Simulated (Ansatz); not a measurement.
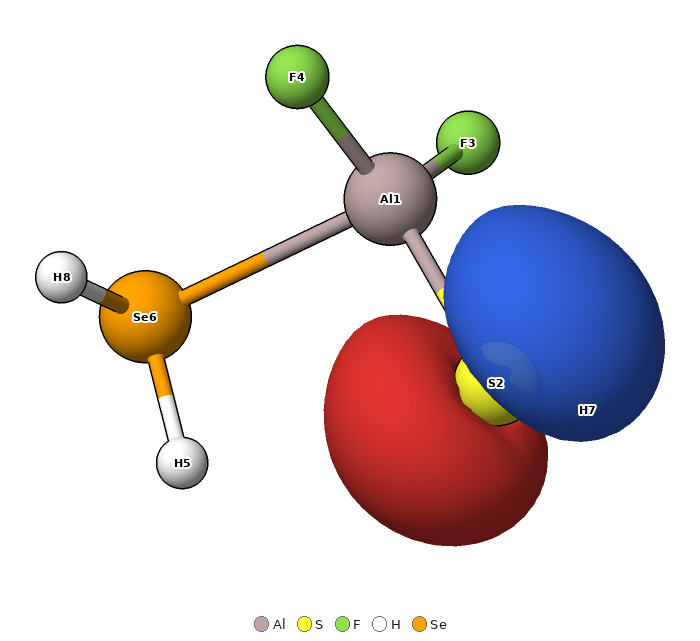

*AlF$_{2}$H$_{3}$SSe. One frontier orbital at ±0.15 Å⁻³ᐟ² (blue and red are the two phases), seen across its widest extent.*

These are results of RKS PBE/def2-SVP (Ansatz 0.2.0), not measurements.

Input

```
crystal:
  periodic: [false, false, false]
  atoms:
    - { symbol: Al, position_ang: [-0.816199, -1.056004, 0.316362] }
    - { symbol: S, position_ang: [-1.682741, 0.861226, -0.454193] }
    - { symbol: F, position_ang: [-0.592897, -2.324766, -0.742535] }
    - { symbol: F, position_ang: [-0.632509, -1.262495, 1.958616] }
    - { symbol: H, position_ang: [0.927936, 1.386805, -0.442995] }
    - { symbol: Se, position_ang: [2.310611, 0.855819, -0.176639] }
    - { symbol: H, position_ang: [-1.675976, 0.358524, -1.722665] }
    - { symbol: H, position_ang: [2.161676, 1.180891, 1.264049] }
basis:
  gaussian: { orbitals: def2-SVP }
hamiltonian:
  xc: pbe
relax:
  f_tol: 0.03
  max_steps: 50
output:
  orbitals: {}
```

Run with:

```sh
ansatz run input.yaml --threads 2 --pin off --max-ram 3072MiB --backend cpu --events-out ev --progress --plain --runs-dir out
```

The fields are those of the relaxed geometry.

Which orbital is it: HOMO or LUMO?

The HOMO, at −6.03 eV. Its weight (Hirshfeld) is mainly on S2 (about 85 %); largely a lone pair of S2.
